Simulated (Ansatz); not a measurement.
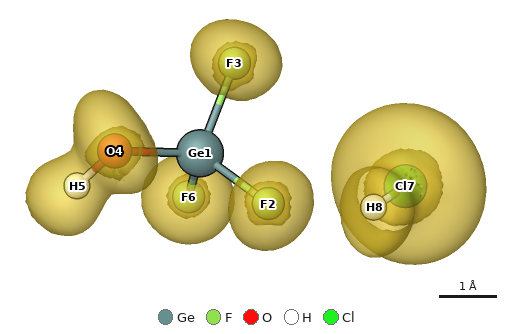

The picture shows: F3GeHO···HCl. Isosurface of the ELF at 0.75 (yellow), seen at a tilt. Only the valence region is drawn (cores and ρ < 0.01 e/Å³ removed).

Computed with RKS B3LYP/def2-SVP (Ansatz).

```xyz
8

Ge   -0.1460    0.2284   -0.1587
F    -0.0178    0.0695    1.5564
F     1.4480    0.3372   -0.7603
O    -1.0463    1.6531   -0.5865
H    -1.9553    1.4627   -0.8624
F    -0.9143   -1.1856   -0.7512
Cl    1.6879   -2.6535    1.6419
H     1.0864   -1.6240    2.1404
```

> What do the ELF domains correspond to?

At this value the surface marks out three regions wrapped around F (the valence shell of each), one joined region spread over several atoms (Cl, H), in which their bonds and any lone pairs are merged and one joined region spread over several atoms (H, O), in which their bonds and any lone pairs are merged. Profiles from the grid: F2···H8 (2.10 Å): the ELF dips to about 0.05 between them. Ge–F (1.71 Å): the ELF peaks at about 0.80 in the valence shell of F, 0.6 Å from its nucleus, and is about 0.25 at the midpoint.
